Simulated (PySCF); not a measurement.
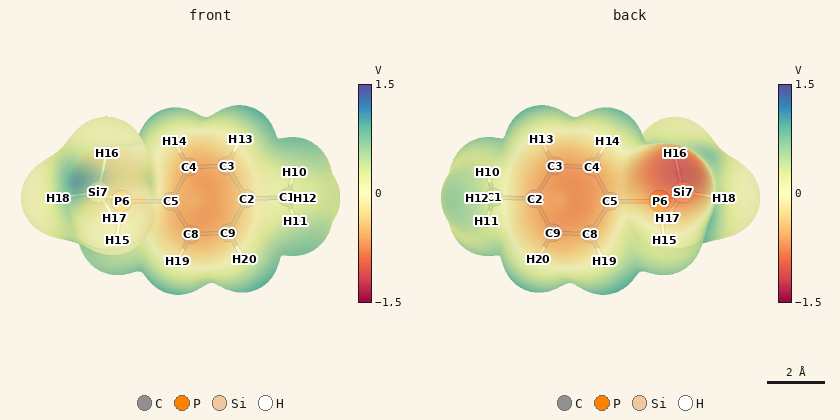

Figure. C$_{7}$H$_{11}$PSi. The electrostatic potential painted on the density surface at 0.002 e/bohr³, seen from the front and from behind; the colour scale runs from red (negative) to blue (positive).

Geometry: GFN2-xTB.

The calculation used PBE0/pcSseg-1, SCF density, gas phase, non-relativistic in PySCF.

```tsv
atom	x (Å)	y (Å)	z (Å)
C	-3.3358	-0.1186	0.0778
C	-1.8681	-0.0698	-0.2208
C	-1.1194	-1.2385	-0.3003
C	0.2287	-1.1955	-0.5935
C	0.8677	0.0227	-0.8056
P	2.6478	0.0125	-1.1801
Si	3.3796	-0.1229	0.9315
C	0.1207	1.1929	-0.7413
C	-1.2292	1.1424	-0.4512
H	-3.5826	-0.9980	0.6684
H	-3.6537	0.7710	0.6174
H	-3.9025	-0.1679	-0.8529
H	-1.6006	-2.1917	-0.1312
H	0.8019	-2.1108	-0.6570
H	2.7874	1.3935	-1.2775
H	3.0803	-1.4759	1.4015
H	2.7477	0.8473	1.8300
H	4.8223	0.1100	0.8901
H	0.5996	2.1469	-0.9170
H	-1.7971	2.0610	-0.3998
```

**Describe the electrostatic potential map.**

The most negative region (about −1.1 V) lies over P6, the most positive (about +0.9 V) over Si7, H13, H19 and H20.
